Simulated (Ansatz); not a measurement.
| atom | x (Å) | y (Å) | z (Å) |
| --- | --- | --- | --- |
| Ga | 0.3202 | 0.0085 | 0.0167 |
| C | 1.0695 | -0.0398 | 1.8240 |
| H | 0.4711 | -0.1968 | 2.7251 |
| H | 1.8440 | -0.8117 | 1.7700 |
| H | 1.5977 | 0.9158 | 1.9131 |
| H | 1.7973 | 0.2128 | -0.4170 |
| H | -1.0424 | -0.0887 | -0.6942 |

Not at a stationary point (largest force 1.6 eV/Å).

The calculation used RKS BHLYP-D4/def2-SVP in Ansatz.

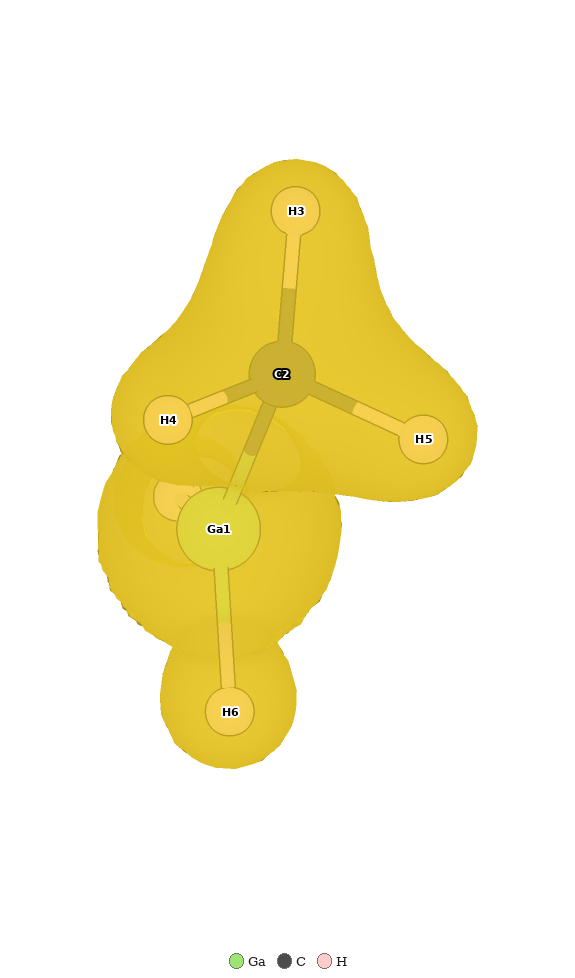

CH5Ga. Isosurface of the total electron density at 0.6 e/Å³ (yellow), seen at an oblique angle.

**How is the density connected at this value?**

At this value the surface is in one piece. It bridges the sampled C–Ga (1.96 Å), C–H (1.09 Å) and Ga–H (1.54 Å) contacts, where the density stays above the isovalue. On the grid the lowest density along these lines, outside the cores, is 0.77 e/Å³ (C–Ga, 1.96 Å), 1.8 e/Å³ (C–H, 1.09 Å) and 0.8 e/Å³ (Ga–H, 1.54 Å).
